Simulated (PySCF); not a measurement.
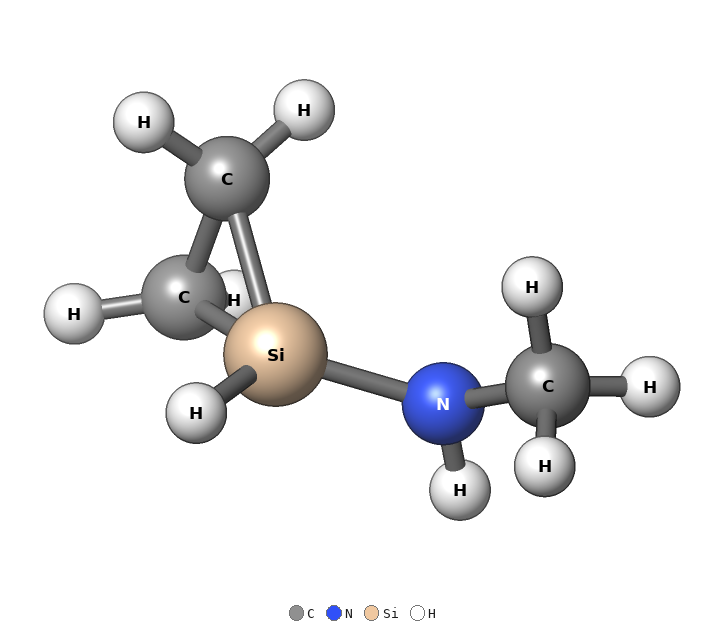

The computed structure is the end point of a GFN2-xTB optimisation. No frequency run is at hand to confirm it as a minimum. Level of theory: ωB97X-D/def2-SVPD, gas phase (PySCF 2.14.0). Excitations: vertical, linear response.

What is the mean static polarisability?

Answer. 70.8 bohr³.

Estimate the brightest of the 8 lowest singlets.

Answer. 6.42 eV.

Estimate the HOMO energy (Kohn–Sham orbital).

Answer. −8.32 eV.

Estimate the dipole moment.

Answer. 1.40 D.

The geometry is semi-empirical. Around Si such bond lengths and angles can be off by a tenth of an ångström or more and by several degrees, and values that hang on the shape move with them.
